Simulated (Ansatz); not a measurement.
# BSiNH2ClF (SMILES F[Si]1(Cl)BN1): HF/cc-pVDZ

Aim: the energy change on altering one bond length of BSiNH2ClF at HF/cc-pVDZ, from 2 runs. 

Program for the calculation: Ansatz 0.2.0.

139 further runs of the same task are left out: 139 set aside as unsound or not needed.

## (1) The molecule

The species is BSiNH2ClF (7 atoms), meant as a singlet with charge 0. As SMILES, `F[Si]1(Cl)BN1`. Geometry: relaxed at PBE0-D4/def2-TZVP.

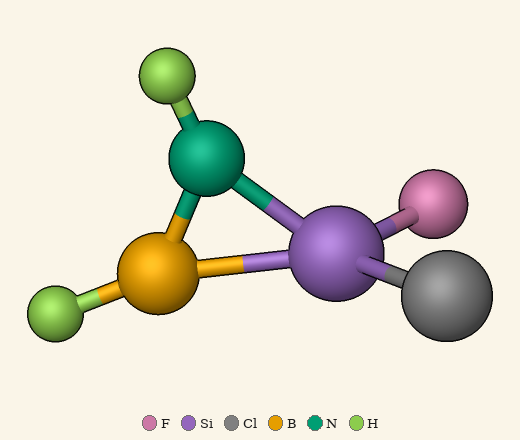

Viewed from a chosen angle; fluorine pink, silicon purple, chlorine grey, boron amber, nitrogen teal, hydrogen green.

## (2) The energy at HF/cc-pVDZ

The input, run.yaml:

```yaml
crystal:
  periodic: [false, false, false]
  atoms:
    - {symbol: F, position_ang: [-0.412200, -2.179200, -0.210300]}
    - {symbol: Si, position_ang: [-0.003600, -0.782500, 0.428000]}
    - {symbol: Cl, position_ang: [1.448800, -1.240300, 1.779600]}
    - {symbol: B, position_ang: [-0.771300, 0.907300, 0.039600]}
    - {symbol: "N", position_ang: [0.347500, 0.475500, -0.686800]}
    - {symbol: H, position_ang: [-1.454900, 1.876800, 0.033100]}
    - {symbol: H, position_ang: [0.906900, 0.874400, -1.428900]}
basis:
  gaussian: {orbitals: cc-pVDZ}
hamiltonian: {xc: hf}
accuracy: high
output: {orbitals: {seedname: orbitals}}
```

On the command line:

```
$ ansatz run run.yaml --threads 1 --pin off --max-ram 2610MiB --events-out events.jsonl --progress --plain --runs-dir runs
```

The program printed:

```text
Warning: RAYON_NUM_THREADS=1 ignored (pool sized by the plan → 1); use --threads N
Functional definition: HF
  name "HF"
  exchange = exact_x
  correlation = 0
1963 factors; integrals over basis functions are off by at most 3.6e-9 eV
mean field evaluation 1: about -25256.8733 eV, gradient 3.6e1 eV
mean field evaluation 2: about -25256.9718 eV, gradient 3.6e1 eV
mean field evaluation 4: about -25259.8947 eV, gradient 3.0e0 eV
mean field evaluation 8: about -25259.9392 eV, gradient 2.3e-1 eV
mean field evaluation 16: about -25259.9396 eV, gradient 1.2e-8 eV
mean field -25259.93956285 eV, -928.2856571327 hartree, gradient 1.2e-8 eV, S^2 0.000000; 0 other end points of the search recorded, 0 dependent functions left out
reference -25259.93956285 eV, -928.2856571327 hartree; 27, 27 occupied and 61, 61 virtual orbitals, 1963 factors
Total energy: -25259.93956285 eV, -928.2856571327 hartree
```

Wall time 3.6 s (1 thread of Arm Neoverse V1, shared host); peak memory 0.24 GiB.

## (3) The distorted shape

The input, input.yaml:

```yaml
crystal:
  periodic: [false, false, false]
  atoms:
    - symbol: F
      position_ang: [-0.691914, -2.378660, 0.160768]
    - symbol: Si
      position_ang: [-0.283314, -0.981960, 0.799068]
    - symbol: Cl
      position_ang: [1.169086, -1.439760, 2.150668]
    - symbol: B
      position_ang: [-1.051014, 0.707840, 0.410668]
    - symbol: N
      position_ang: [0.067786, 0.276040, -0.315732]
    - symbol: H
      position_ang: [-1.734614, 1.677340, 0.404168]
    - symbol: H
      position_ang: [0.906900, 0.874400, -1.428900]
basis:
  gaussian:
    orbitals: cc-pVDZ
accuracy: high
hamiltonian:
  xc: hf
output: {orbitals: {seedname: orbitals}}
```

On the command line:

```
$ ansatz run input.yaml --threads 1 --pin off --max-ram 2610MiB --events-out events.jsonl --progress --plain --runs-dir runs
```

The program printed:

```text
Warning: RAYON_NUM_THREADS=1 ignored (pool sized by the plan → 1); use --threads N
Functional definition: HF
  name "HF"
  exchange = exact_x
  correlation = 0
1969 factors; integrals over basis functions are off by at most 3.6e-9 eV
mean field evaluation 1: about -25254.2340 eV, gradient 3.5e1 eV
mean field evaluation 2: about -25254.3410 eV, gradient 3.5e1 eV
mean field evaluation 4: about -25257.2618 eV, gradient 3.4e0 eV
mean field evaluation 8: about -25257.3200 eV, gradient 1.1e-1 eV
mean field -25257.32006475 eV, -928.1893923530 hartree, gradient 7.7e-8 eV, S^2 0.000000; 0 other end points of the search recorded, 0 dependent functions left out
reference -25257.32006475 eV, -928.1893923530 hartree; 27, 27 occupied and 61, 61 virtual orbitals, 1969 factors
Total energy: -25257.32006475 eV, -928.1893923530 hartree
```

Wall time 3.3 s (1 thread of Arm Neoverse V1, shared host); peak memory 0.25 GiB.

## (4) What came out

At HF/cc-pVDZ:

| quantity | value |
| --- | --- |
| first shape: total energy | -928.28566 Eh |
| first shape: HOMO energy | -10.42 eV |
| first shape: LUMO energy | 3.02 eV |
| first shape: HOMO–LUMO gap | 13.45 eV |
| distorted shape: total energy | -928.18939 Eh |
| distorted shape: HOMO energy | -10.05 eV |
| distorted shape: LUMO energy | 1.68 eV |
| distorted shape: HOMO–LUMO gap | 11.73 eV |
| energy change with the N5–H7 bond stretched from 1.011 to 1.517 Å | 2.619 eV |

With the N5–H7 bond stretched from 1.011 to 1.517 Å the energy rises by 2.62 eV (253 kJ/mol). The first shape isn't relaxed at this level, so the change isn't measured from a minimum.
